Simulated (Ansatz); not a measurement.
## Electronic structure of F2GeH2···HCl in real space

Input

```
crystal:
  periodic: [false, false, false]
  atoms:
    - { symbol: Ge, position_ang: [0.0, 0.0, 0.0] }
    - { symbol: Cl, position_ang: [0.0, 0.0, 2.57] }
    - { symbol: F, position_ang: [1.5842, 0.0, -0.5594] }
    - { symbol: H, position_ang: [-0.73, 1.2648, -0.5162] }
    - { symbol: F, position_ang: [-0.7913, -1.3709, -0.5594] }
    - { symbol: H, position_ang: [-1.7556, 0.0, 0.5833] }
    - { symbol: H, position_ang: [-1.4971, 0.0, 1.5533] }
basis:
  gaussian: { orbitals: def2-SVP }
hamiltonian:
  xc: pbe0
  dispersion: d4
relax:
  f_tol: 0.15
  max_steps: 25
  restrain:
    - { distance: [0, 5], at: 1.55, k: 30.0 }
    - { distance: [6, 1], at: 1.37, k: 30.0 }
    - { distance: [0, 1], at: 3.42, k: 30.0 }
    - { distance: [6, 5], at: 1.86, k: 30.0 }
output:
  orbitals: {}
```

Run with:

```sh
ansatz run input.yaml --threads 2 --pin off --max-ram 3072MiB --backend cpu --events-out ev --progress --plain --runs-dir out
```

The fields are those of the run's last geometry, not of the input's.

Not at a stationary point (largest force 1.3 eV/Å).

Computed with RKS PBE0-D4/def2-SVP in Ansatz 0.2.0.

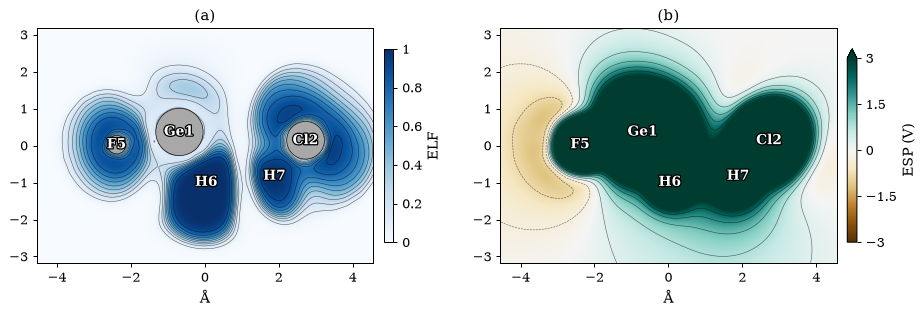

Figure 1. (a) ELF; (b) electrostatic potential on the plane of atoms F5, Ge1 and H6. Grey discs cover the atomic cores in the ELF map.

Question: What do the fields say about this system?

Answer: The plane passes through Ge, Cl, F and H nuclei. H6···H7 (1.87 Å): the ELF dips to about 0.10 between them. Ge–F (1.73 Å): the ELF peaks at about 0.80 in the valence shell of F, 0.5 Å from its nucleus, and is about 0.25 at the midpoint. Cl–H (1.33 Å): the ELF climbs to about 1 towards the hydrogen, as it does in any bond to H: a covalent bond by its length. Ge–H (1.54 Å): the ELF climbs to about 1 towards the hydrogen. The ELF also peaks beside F5 and Cl2, away from the bonds: lone-pair regions. Outside the dense part of the complex the potential is most negative (−1.2 V) near F5.

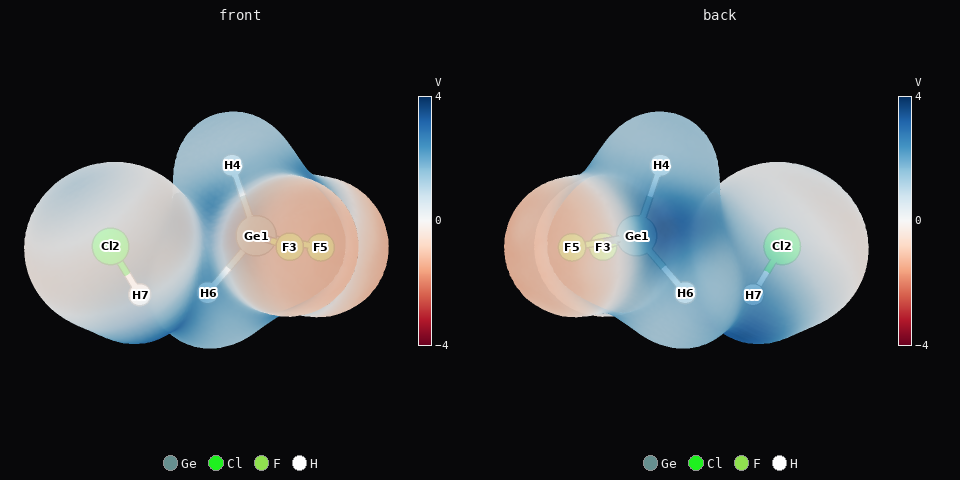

Figure 2. The electrostatic potential painted on the density surface at 0.004 e/bohr³, seen from the front and from behind; the colour scale runs from red (negative) to blue (positive).

Question: Which sites attract a positive test charge, and which a negative one?

Answer: A positive charge is drawn to the negative regions and a negative charge to the positive ones. The most negative region (about −1.2 V) lies over F3 and F5, the most positive (about +3.3 V) over Ge1 and H7. Cl2 shows a σ-hole: about +0.9 V at the tip opposite its bond, against about 0.0 V on its flanks.

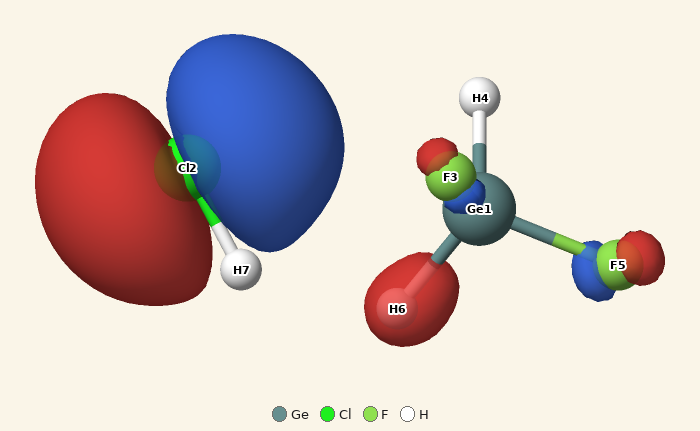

Figure 3. The HOMO−1 at ±0.1 Å⁻³ᐟ² (red and blue are the two phases), seen across its widest extent.

Question: Describe this orbital and give its energy.

Answer: By Hirshfeld shares it lies mainly on Cl2 (about 90 %); largely a lone pair of Cl2. Its energy is −9.57 eV.
